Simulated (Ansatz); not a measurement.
Input

```
crystal:
  lattice:
    - [5.9186037574, 0.0, 0.0]
    - [0.0, 5.9186037574, 0.0]
    - [0.0, 0.0, 7.6296429364]
  atoms:
    - { symbol: Bi, position: [0.0, 0.0, 0.75] }
    - { symbol: Bi, position: [0.0, 0.0, 0.25] }
    - { symbol: Se, position: [0.1524753256, 0.6271272916, 0.5] }
    - { symbol: Se, position: [0.6271272916, 0.8475246744, 0.5] }
    - { symbol: Se, position: [0.1524753256, 0.3728727084, 0.0] }
    - { symbol: Se, position: [0.6271272916, 0.1524753256, 0.0] }
    - { symbol: Se, position: [0.8475246744, 0.3728727084, 0.5] }
    - { symbol: Se, position: [0.3728727084, 0.8475246744, 0.0] }
    - { symbol: Se, position: [0.8475246744, 0.6271272916, 0.0] }
    - { symbol: Se, position: [0.3728727084, 0.1524753256, 0.5] }
basis:
  ecutwfc: 420
kpoints:
  mp_grid: { grid: [6, 6, 4] }
hamiltonian:
  xc: pbe
scf:
  occupations: { method: gaussian, width: 0.1 }
output:
  forces: true
  stress: true
  eigenvalues: true
  write_density: true
  write_potential: true
  elf: true
  volumetric_format: npy
relax:
  adjacent_minimum: "off"
  f_tol: 0.01
  max_steps: 30
  cell: { stress_tol: 0.1, fix: [volume] }
```

Command:

```sh
ansatz run input.yaml --threads 1 --pin off --max-ram 2560MiB --backend cpu --events-out ev --progress --plain --runs-dir out
```

Below, planes, directions and counts refer to the conventional cell (a = 5.93 Å, b = 5.93 Å, c = 7.60 Å, α = 90.00°, β = 90.00°, γ = 90.00°).

The fields are those of the run's last geometry, not of the input's.

Space group P4/mcc; a generated structure, not necessarily the stable one; changed on purpose from its base cell (volume × 0.94, shape and atoms relaxed).

Theory: DFT PBE, scalar-relativistic, plane waves, PAW (Ansatz).

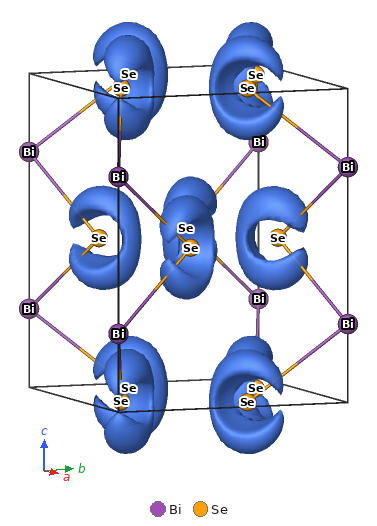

BiSe4. Isosurface of the electron localisation function at 0.8 (blue), seen slightly off an axis. Core shells and regions of very low density are left out. Sticks mark near contacts.

Core electrons are frozen (PAW), and the valence fields are smoothed inside the atomic spheres.

Q: Identify the bonds, lone pairs and shells in this picture.

A: The surface consists of eight regions wrapped around Se (the valence shell of each), counted in one cell of 10 atoms. Any copies at cell faces, edges or corners count once. Along the contacts the grid gives the following. Se–Se (2.39 Å): the ELF peaks at about 0.70 between the atoms. Bi–Se (3.08 Å): the ELF is about 0.35 at the midpoint.
